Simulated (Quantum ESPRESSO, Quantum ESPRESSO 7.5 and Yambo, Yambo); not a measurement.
# A GW chain in Yambo: GaAs (F-43m)

How does a plane-wave GW calculation on GaAs (F-43m) run from the first input to the gap?

Method: PBE and many-body steps on it, plane waves, in Quantum ESPRESSO 7.5 and Yambo 5.3.0.

**The experiments to reproduce.**

- Gap 1.51 eV: band-edge emission energy from PL (direct gap at Gamma); photoluminescence, 633 nm excitation; 77 K; bulk crystal (MBE GaAs matrix around a thin InAs wetting layer on semi-insulating GaAs (100)) (“Photoluminescence of InAs/GaAs quantum dots under direct two-photon excitation”, 2020, pmc:7331710).

- Gap 1.42 eV: band-edge photoluminescence emission energy of the GaAs substrate; time-integrated photoluminescence; 300 K; bulk crystal ((001) GaAs substrate beneath GaBiAs epilayers) (“Investigation of the anisotropic electron g factor as a probe of the electronic structure of GaBixAs1-x/GaAs epilayers”, 2014, arxiv:1409.8467).

- Gap 1.418 ± 0.005 eV: direct gap E0 at Gamma from PR; modulated photoreflectance, low-field lineshape fit; 300 K; bulk crystal (semi-insulating GaAs(001) reference substrate) (“Evidence of valence band perturbations in GaAsN/GaAs(001): A combined variable-angle spectroscopic ellipsometry and modulated photoreflectance investigation”, 2008, arxiv:0805.2212).

- Gap 1.412 ± 0.01 eV: direct gap E0 at Gamma from ellipsometry; variable-angle spectroscopic ellipsometry, parametric critical-point fit; 300 K; bulk crystal (semi-insulating GaAs(001) reference substrate with native oxide) (“Evidence of valence band perturbations in GaAsN/GaAs(001): A combined variable-angle spectroscopic ellipsometry and modulated photoreflectance investigation”, 2008, arxiv:0805.2212).

**1. Set-up**

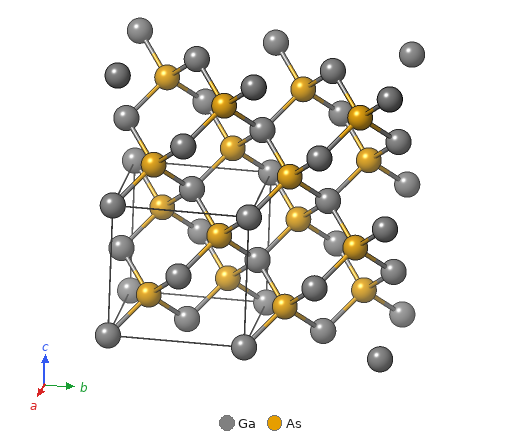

Start, viewed slightly off an axis; gallium grey, arsenic orange. 1×2×2 cells are drawn. This picture shows the conventional cell, with its axes. Bonds to atoms that aren't drawn are left out. Some periodic images of atoms are drawn too.

The cell and positions come from the Crystallography Open Database and are kept as given unless a step says otherwise.

**2. Ground state**

This step: Quantum ESPRESSO 7.5; DFT, PBE, plane waves, norm-conserving pseudopotentials.

The ground-state density comes first.

pw.in reads:

```
&control
  calculation = 'scf'
  prefix = 'x'
  outdir = 'o'
  pseudo_dir = 'pseudo'
/
&system
  ibrav = 0
  nat = 2
  ntyp = 2
  ecutwfc = 104.0
  nbnd = 27
  force_symmorphic = .true.
/
&electrons
  conv_thr = 1e-10
  electron_maxstep = 80
  mixing_beta = 0.5
/
ATOMIC_SPECIES
  Ga 69.723 Ga.upf
  As 74.922 As.upf
CELL_PARAMETERS angstrom
  0.0000000000 2.8268500000 2.8268500000
  2.8268500000 0.0000000000 2.8268500000
  2.8268500000 2.8268500000 0.0000000000
ATOMIC_POSITIONS crystal
  Ga 0.0000000000 0.0000000000 0.0000000000
  As 0.2500000000 0.2500000000 0.2500000000
K_POINTS automatic
  6 6 6 0 0 0
```

On the command line:

```console
> OMP_NUM_THREADS=1 mpirun -n 4 pw.x -nk 4 -in pw.in > pw.out
```

The log of the run:

```text
Program PWSCF v.7.5 starts

     This program is part of the open-source Quantum ESPRESSO suite
     for quantum simulation of materials; please cite
         "P. Giannozzi et al., J. Phys.:Condens. Matter 21 395502 (2009);
         "P. Giannozzi et al., J. Phys.:Condens. Matter 29 465901 (2017);
         "P. Giannozzi et al., J. Chem. Phys. 152 154105 (2020);
     in publications or presentations arising from this work. More details at
     Message from routine setup:
     using ibrav=0 with symmetry is DISCOURAGED, use correct ibrav instead

     G-vector sticks info

     bravais-lattice index     =            0
     lattice parameter (alat)  =       7.5547  a.u.
     unit-cell volume          =     304.8842 (a.u.)^3
     number of atoms/cell      =            2
     number of atomic types    =            2
     number of electrons       =        44.00
     number of Kohn-Sham states=           27
     kinetic-energy cutoff     =     104.0000  Ry
     charge density cutoff     =     416.0000  Ry
     scf convergence threshold =      1.0E-10
     mixing beta               =       0.5000
     number of iterations used =            8  plain     mixing
     Exchange-correlation= PBE
                           (   1   4   3   4   0   0   0)

     celldm(1)=   7.554690  celldm(2)=   0.000000  celldm(3)=   0.000000
     celldm(4)=   0.000000  celldm(5)=   0.000000  celldm(6)=   0.000000

     crystal axes: (cart. coord. in units of alat)
               a(1) = (   0.000000   0.707107   0.707107 )
               a(2) = (   0.707107   0.000000   0.707107 )
               a(3) = (   0.707107   0.707107   0.000000 )

     reciprocal axes: (cart. coord. in units 2 pi/alat)
               b(1) = ( -0.707107  0.707107  0.707107 )
               b(2) = (  0.707107 -0.707107  0.707107 )
               b(3) = (  0.707107  0.707107 -0.707107 )
     Pseudo is Norm-conserving + core correction, Zval = 21.0
     Generated using ONCVPSP code by D. R. Hamann
     Using radial grid of 1902 points,  6 beta functions with:
     Pseudo is Norm-conserving + core correction, Zval = 23.0
     Generated using ONCVPSP code by D. R. Hamann
     Using radial grid of 1358 points,  6 beta functions with:
     Ga               21.00    69.72300     Ga( 1.00)
     As               23.00    74.92200     As( 1.00)

     24 Sym. Ops. (no inversion) found

   Cartesian axes

     site n.     atom                  positions (alat units)
         1        Ga     tau(   1) = (   0.0000000   0.0000000   0.0000000  )
         2        As     tau(   2) = (   0.3535534   0.3535534   0.3535534  )

     number of k points=    16
                       cart. coord. in units 2pi/alat
        k(    1) = (   0.0000000   0.0000000   0.0000000), wk =   0.0092593
        k(    2) = (   0.1178511   0.1178511  -0.1178511), wk =   0.0740741
        k(    3) = (   0.2357023   0.2357023  -0.2357023), wk =   0.0740741
        k(    4) = (  -0.3535534  -0.3535534   0.3535534), wk =   0.0370370
        k(    5) = (   0.2357023   0.0000000  -0.0000000), wk =   0.0555556
        k(    6) = (   0.3535534   0.1178511  -0.1178511), wk =   0.2222222
        k(    7) = (  -0.2357023  -0.4714045   0.4714045), wk =   0.2222222
        k(    8) = (  -0.1178511  -0.3535534   0.3535534), wk =   0.2222222
        k(    9) = (   0.0000000  -0.2357023   0.2357023), wk =   0.1111111
        k(   10) = (   0.4714045   0.0000000  -0.0000000), wk =   0.0555556
     [... 4 further rows ...]
        k(   15) = (  -0.1178511  -0.3535534   0.5892557), wk =   0.2222222
        k(   16) = (  -0.7071068   0.2357023   0.0000000), wk =   0.1111111

     Dense  grid:    43655 G-vectors     FFT dimensions: (  50,  50,  50)

     Initial potential from superposition of free atoms

     starting charge      43.9971, renormalised to      44.0000
     Starting wfcs are   26 randomized atomic wfcs +    1 random wfcs

     per-process dynamical memory:    37.3 Mb

     Self-consistent Calculation

     iteration #  1     ecut=   104.00 Ry     beta= 0.50

     Threshold (ethr) on eigenvalues was too large:
     Diagonalizing with lowered threshold

     total energy              =   -1107.20737927 Ry
     estimated scf accuracy    <       0.05039095 Ry

     iteration #  2     ecut=   104.00 Ry     beta= 0.50

     total energy              =   -1107.21379174 Ry
     estimated scf accuracy    <       0.00645506 Ry

     iteration #  3     ecut=   104.00 Ry     beta= 0.50

     total energy              =   -1107.21415456 Ry
     estimated scf accuracy    <       0.00109571 Ry

     iteration #  4     ecut=   104.00 Ry     beta= 0.50

     total energy              =   -1107.21420482 Ry
     estimated scf accuracy    <       0.00002493 Ry

     iteration #  5     ecut=   104.00 Ry     beta= 0.50

     total energy              =   -1107.21420988 Ry
     estimated scf accuracy    <       0.00000170 Ry

     iteration #  6     ecut=   104.00 Ry     beta= 0.50

     total energy              =   -1107.21421028 Ry
     estimated scf accuracy    <       0.00000013 Ry

     iteration #  7     ecut=   104.00 Ry     beta= 0.50

     total energy              =   -1107.21421032 Ry
     estimated scf accuracy    <       0.00000003 Ry

     iteration #  8     ecut=   104.00 Ry     beta= 0.50

     total energy              =   -1107.21421032 Ry
     estimated scf accuracy    <          8.6E-10 Ry

     iteration #  9     ecut=   104.00 Ry     beta= 0.50

     total energy              =   -1107.21421032 Ry
     estimated scf accuracy    <          2.5E-10 Ry

     iteration # 10     ecut=   104.00 Ry     beta= 0.50

     End of self-consistent calculation

          k = 0.0000 0.0000 0.0000 (  5577 PWs)   bands (ev):

  -174.9302-133.8474-118.3121-118.3121-118.3121 -84.5719 -84.5719 -84.5719
   -25.3230 -25.3230 -25.3230 -25.3139 -25.3139  -4.9669  -4.9669  -4.9669
    -4.8900  -4.8900  -2.8986   9.8275   9.8275   9.8275  10.3456  13.5642
    13.5642  13.5642  17.4293

          k = 0.1179 0.1179-0.1179 (  5468 PWs)   bands (ev):

  -174.9302-133.8474-118.3121-118.3121-118.3121 -84.5717 -84.5717 -84.5717
   -25.3229 -25.3227 -25.3227 -25.3138 -25.3138  -4.9893  -4.9604  -4.9604
    -4.8897  -4.8897  -2.5782   7.1174   9.4474   9.4474  11.4632  14.1115
    14.1115  14.5145  18.7830

          k = 0.2357 0.2357-0.2357 (  5450 PWs)   bands (ev):

  -174.9302-133.8474-118.3121-118.3121-118.3121 -84.5717 -84.5717 -84.5717
   -25.3228 -25.3223 -25.3223 -25.3137 -25.3137  -5.0291  -4.9506  -4.9506
    -4.8878  -4.8878  -1.7513   4.4525   8.9016   8.9016  11.0469  14.5309
    14.5309  17.0827  18.6033

          k =-0.3536-0.3536 0.3536 (  5444 PWs)   bands (ev):

     [... further k-points ...]

     highest occupied, lowest unoccupied level (ev):     9.8275   10.3456

!    total energy              =   -1107.21421032 Ry
     estimated scf accuracy    <          3.5E-12 Ry

     The total energy is the sum of the following terms:
     one-electron contribution =    -990.29940325 Ry
     hartree contribution      =     478.90442036 Ry
     xc contribution           =    -107.04971776 Ry
     ewald contribution        =    -488.76950967 Ry

     convergence has been achieved in  10 iterations

     XML data file, charge density, pseudopotentials, collected wavefunctions

=------------------------------------------------------------------------------=
   JOB DONE.
=------------------------------------------------------------------------------=
```

Wall time 13 s (4 MPI ranks of Arm Neoverse V1, shared host); peak memory 0.34 GiB.

This step gave:

```
total energy               : -15064.4168 eV
gap                        : 0.5181 eV
k of the valence top       : 0, 0, 0
k of the conduction bottom : 0, 0, 0
least direct gap           : 0.5181 eV
```

The gap is direct, at Γ.

**3. Bands along the symmetry lines**

Levels along a band path, at the cheap level, show where the edges lie and whether the meshes to come will hold them.

pw.in reads:

```
&control
  calculation = 'bands'
  prefix = 'x'
  outdir = 'o'
  pseudo_dir = 'pseudo'
/
&system
  ibrav = 0
  nat = 2
  ntyp = 2
  ecutwfc = 104.0
  nbnd = 28
  force_symmorphic = .true.
/
&electrons
  conv_thr = 1e-9
  electron_maxstep = 80
  diago_full_acc = .true.
  diago_thr_init = 5e-6
/
ATOMIC_SPECIES
  Ga 69.723 Ga.upf
  As 74.922 As.upf
CELL_PARAMETERS angstrom
  0.0000000000 2.8268500000 2.8268500000
  2.8268500000 0.0000000000 2.8268500000
  2.8268500000 2.8268500000 0.0000000000
ATOMIC_POSITIONS crystal
  Ga 0.0000000000 0.0000000000 0.0000000000
  As 0.2500000000 0.2500000000 0.2500000000
K_POINTS crystal
  50
  0.00000000 0.00000000 0.00000000 1
  -0.06250000 -0.06250000 0.00000000 1
  -0.12500000 -0.12500000 0.00000000 1
  -0.18750000 -0.18750000 0.00000000 1
  -0.25000000 -0.25000000 0.00000000 1
  -0.31250000 -0.31250000 0.00000000 1
  -0.37500000 -0.37500000 0.00000000 1
  -0.43750000 -0.43750000 0.00000000 1
  -0.50000000 -0.50000000 0.00000000 1
  -0.48437500 -0.48437500 0.03125000 1
  -0.46875000 -0.46875000 0.06250000 1
  -0.45312500 -0.45312500 0.09375000 1
  -0.43750000 -0.43750000 0.12500000 1
  -0.42187500 -0.42187500 0.15625000 1
  -0.40625000 -0.40625000 0.18750000 1
  -0.39062500 -0.39062500 0.21875000 1
  -0.37500000 -0.37500000 0.25000000 1
  -0.37500000 0.00000000 0.37500000 1
  -0.32812500 0.00000000 0.32812500 1
  -0.28125000 0.00000000 0.28125000 1
  -0.23437500 0.00000000 0.23437500 1
  -0.18750000 0.00000000 0.18750000 1
  -0.14062500 0.00000000 0.14062500 1
  -0.09375000 0.00000000 0.09375000 1
  -0.04687500 0.00000000 0.04687500 1
  0.00000000 0.00000000 0.00000000 1
  0.00000000 0.00000000 0.06250000 1
  0.00000000 0.00000000 0.12500000 1
  0.00000000 0.00000000 0.18750000 1
  0.00000000 0.00000000 0.25000000 1
  0.00000000 0.00000000 0.31250000 1
  0.00000000 0.00000000 0.37500000 1
  0.00000000 0.00000000 0.43750000 1
  -0.00000000 -0.00000000 0.50000000 1
  -0.06250000 -0.03125000 0.46875000 1
  -0.12500000 -0.06250000 0.43750000 1
  -0.18750000 -0.09375000 0.40625000 1
  -0.25000000 -0.12500000 0.37500000 1
  -0.31250000 -0.15625000 0.34375000 1
  -0.37500000 -0.18750000 0.31250000 1
  -0.43750000 -0.21875000 0.28125000 1
  -0.50000000 -0.25000000 0.25000000 1
  -0.50000000 -0.28125000 0.21875000 1
  -0.50000000 -0.31250000 0.18750000 1
  -0.50000000 -0.34375000 0.15625000 1
  -0.50000000 -0.37500000 0.12500000 1
  -0.50000000 -0.40625000 0.09375000 1
  -0.50000000 -0.43750000 0.06250000 1
  -0.50000000 -0.46875000 0.03125000 1
  -0.50000000 -0.50000000 0.00000000 1
```

The log of the run:

```text
[banner, memory and clock lines left out]
Program PWSCF v.7.5 starts

     Atomic positions and unit cell read from directory:
     o/x.save/

     Message from routine setup:
     using ibrav=0 with symmetry is DISCOURAGED, use correct ibrav instead

     G-vector sticks info

     bravais-lattice index     =            0
     lattice parameter (alat)  =       7.5547  a.u.
     unit-cell volume          =     304.8842 (a.u.)^3
     number of atoms/cell      =            2
     number of atomic types    =            2
     number of electrons       =        44.00
     number of Kohn-Sham states=           28
     kinetic-energy cutoff     =     104.0000  Ry
     charge density cutoff     =     416.0000  Ry
     Exchange-correlation= PBE
                           (   1   4   3   4   0   0   0)

     celldm(1)=   7.554690  celldm(2)=   0.000000  celldm(3)=   0.000000
     celldm(4)=   0.000000  celldm(5)=   0.000000  celldm(6)=   0.000000

     crystal axes: (cart. coord. in units of alat)
               a(1) = (   0.000000   0.707107   0.707107 )
               a(2) = (   0.707107   0.000000   0.707107 )
               a(3) = (   0.707107   0.707107   0.000000 )

     reciprocal axes: (cart. coord. in units 2 pi/alat)
               b(1) = ( -0.707107  0.707107  0.707107 )
               b(2) = (  0.707107 -0.707107  0.707107 )
               b(3) = (  0.707107  0.707107 -0.707107 )
     Pseudo is Norm-conserving + core correction, Zval = 21.0
     Generated using ONCVPSP code by D. R. Hamann
     Using radial grid of 1902 points,  6 beta functions with:
     Pseudo is Norm-conserving + core correction, Zval = 23.0
     Generated using ONCVPSP code by D. R. Hamann
     Using radial grid of 1358 points,  6 beta functions with:
     Ga               21.00    69.72300     Ga( 1.00)
     As               23.00    74.92200     As( 1.00)

     24 Sym. Ops. (no inversion) found

   Cartesian axes

     site n.     atom                  positions (alat units)
         1        Ga     tau(   1) = (   0.0000000   0.0000000   0.0000000  )
         2        As     tau(   2) = (   0.3535534   0.3535534   0.3535534  )

     number of k points=    50
                       cart. coord. in units 2pi/alat
        k(    1) = (   0.0000000   0.0000000   0.0000000), wk =   0.0400000
        k(    2) = (   0.0000000   0.0000000  -0.0883883), wk =   0.0400000
        k(    3) = (   0.0000000   0.0000000  -0.1767767), wk =   0.0400000
[...]
[... 38 further rows ...]
        k(   49) = (   0.0441942  -0.0000000  -0.7071068), wk =   0.0400000
        k(   50) = (   0.0000000   0.0000000  -0.7071068), wk =   0.0400000

     Dense  grid:    43655 G-vectors     FFT dimensions: (  50,  50,  50)

     The potential is recalculated from file :
     o/x.save/charge-density

     Starting wfcs are   26 randomized atomic wfcs +    2 random wfcs

     Band Structure Calculation

     End of band structure calculation

          k = 0.0000 0.0000 0.0000 (  5577 PWs)   bands (ev):

  -174.9302-133.8474-118.3121-118.3121-118.3121 -84.5719 -84.5719 -84.5719
   -25.3230 -25.3230 -25.3230 -25.3139 -25.3139  -4.9669  -4.9669  -4.9669
    -4.8900  -4.8900  -2.8986   9.8275   9.8275   9.8275  10.3456  13.5642
    13.5642  13.5642  17.4293  19.9896

          k = 0.0000 0.0000-0.0884 (  5493 PWs)   bands (ev):

  -174.9302-133.8473-118.3121-118.3121-118.3121 -84.5718 -84.5718 -84.5716
   -25.3230 -25.3229 -25.3229 -25.3139 -25.3139  -4.9724  -4.9645  -4.9645
[...]
13.8379  13.8379  17.7842  19.1099

          k = 0.0000 0.0000-0.1768 (  5481 PWs)   bands (ev):

  -174.9302-133.8473-118.3121-118.3121-118.3121 -84.5717 -84.5717 -84.5717
[...]
14.5248  14.5248  17.8744  18.7335

          k =-0.0000 0.0000-0.2652 (  5457 PWs)   bands (ev):

[...]
k = 0.0000 0.0000-0.3536 (  5457 PWs)   bands (ev):

[...]
k = 0.0000-0.0000-0.4419 (  5465 PWs)   bands (ev):

[...]
k =-0.0000 0.0000-0.5303 (  5482 PWs)   bands (ev):

[...]
k = 0.0000-0.0000-0.6187 (  5458 PWs)   bands (ev):

[...]
k = 0.5303-0.0000-0.5303 (  5452 PWs)   bands (ev):

[...]
k = 0.0000 0.0000 0.0000 (  5577 PWs)   bands (ev):

[...]
k = 0.1326 0.0000-0.7071 (  5460 PWs)   bands (ev):

[...]
k = 0.0884-0.0000-0.7071 (  5456 PWs)   bands (ev):

[...]
k = 0.0442-0.0000-0.7071 (  5458 PWs)   bands (ev):

  -174.9302-133.8473-118.3121-118.3121-118.3121 -84.5718 -84.5717 -84.5717
[...]
19.8360  19.8531  20.8126  22.7122

          k = 0.0000 0.0000-0.7071 (  5434 PWs)   bands (ev):

  -174.9302-133.8473-118.3121-118.3121-118.3121 -84.5717 -84.5717 -84.5717
   -25.3239 -25.3212 -25.3212 -25.3144 -25.3129  -5.0786  -4.9169  -4.9169
    -4.9153  -4.8771  -0.3967   3.0132   7.1516   7.1516  11.2971  11.4903
    20.0046  20.0046  20.8150  23.1525

     XML data file, pseudopotentials, collected wavefunctions
```

The job ended after 7.8 s (4 MPI ranks; peak memory 0.27 GiB; 31 s of CPU time).

This step gave:

```yaml
gap: 0.5181 eV
k_of_the_valence_top: 0, 0, 0
k_of_the_conduction_bottom: 0, 0, 0
least_direct_gap: 0.5181 eV
```

The gap is 0.518 eV, as in the run before at this level.

Electronic bands along the path, in eV, zero at the top of the highest filled band:

| point | band 19 | band 20 | band 21 | band 22 | band 23 | band 24 | band 25 | band 26 |
| --- | --- | --- | --- | --- | --- | --- | --- | --- |
| Γ | -12.73 | 0.00 | 0.00 | 0.00 | 0.52 | 3.74 | 3.74 | 3.74 |
| X | -10.22 | -6.81 | -2.68 | -2.68 | 1.47 | 1.66 | 10.18 | 10.18 |
| U | -10.26 | -6.63 | -3.86 | -2.26 | 1.97 | 4.64 | 7.96 | 8.07 |
| jump to K | -10.26 | -6.63 | -3.86 | -2.26 | 1.97 | 4.64 | 7.96 | 8.07 |
| Γ | -12.73 | 0.00 | 0.00 | 0.00 | 0.52 | 3.74 | 3.74 | 3.74 |
| L | -10.96 | -6.63 | -1.14 | -1.14 | 1.00 | 4.64 | 4.64 | 7.76 |
| W | -10.17 | -6.63 | -3.53 | -3.34 | 4.62 | 4.73 | 5.42 | 6.05 |
| X | -10.22 | -6.81 | -2.68 | -2.68 | 1.47 | 1.66 | 10.18 | 10.18 |

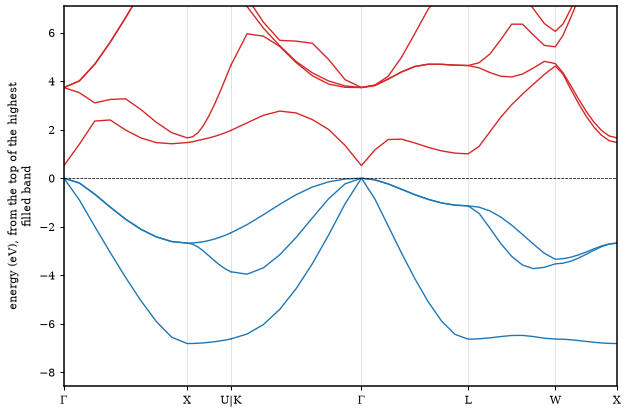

Electronic bands along the path; lines of filled and empty bands in two colours.

(Part 1 of 3 ends here.)

[Paths, hosts, dates, memory and timing lines, banners, echoed tables and standing remarks are left out of the program output.]

[Logs are printed without paths, hosts, clocks, repeated set-up lines and the standing remarks that a program may print on its own settings, such as how far it seeks lower states.]

[Runs of the session that timed out or met a known fault of the program may be left out.]

[Hosts, paths, dates, database ids (printed as entryN), source tags and the programs' standing remarks are cut or masked in the printed files.]
